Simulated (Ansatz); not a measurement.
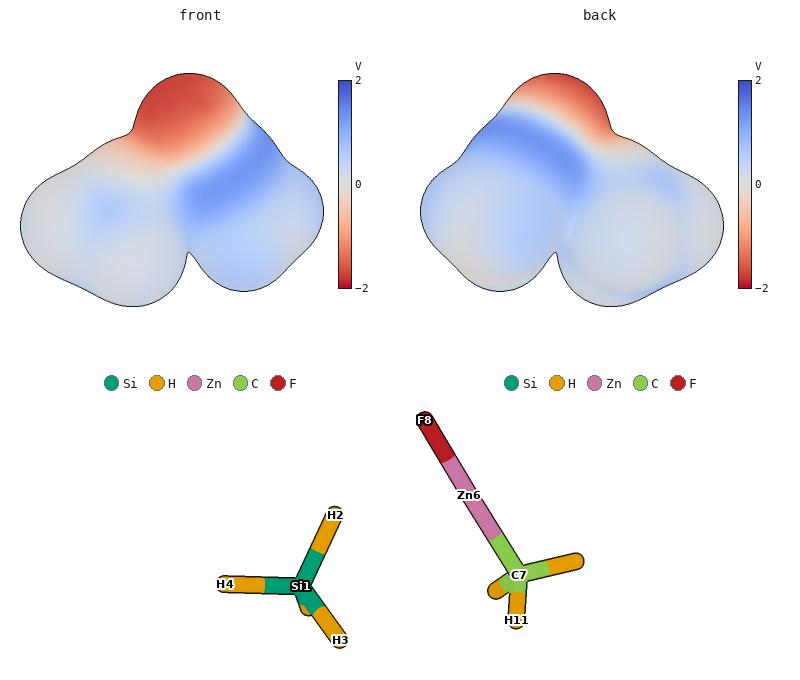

Figure 1: SiH$_{4}$···CH$_{3}$FZn. The electrostatic potential painted on the density surface at 0.001 e/bohr³, seen from the front and from behind; the colour scale runs from red (negative) to blue (positive). The bare structure is drawn below in the same view.

All numbers below come from RKS PBE/def2-SVP (Ansatz).

```xyz
11

Si   -0.3058   -2.1023   -0.3824
H     0.5824   -1.5798    0.7173
H     0.2382   -1.6449   -1.7083
H    -0.3570   -3.6031   -0.3386
H    -1.6880   -1.5361   -0.2059
Zn    0.8504    1.0399    1.0592
C    -0.1214    2.1775   -0.1485
F     1.7530    0.0229    2.1828
H    -1.2138    2.0535   -0.0079
H     0.1366    3.2398    0.0331
H     0.1256    1.9328   -1.2006
```

Which sites attract a positive test charge, and which a negative one?

Answer. A positive charge is drawn to the negative regions and a negative charge to the positive ones. The most negative region (about −1.7 V) lies over F8, the most positive (about +1.3 V) over Zn6.
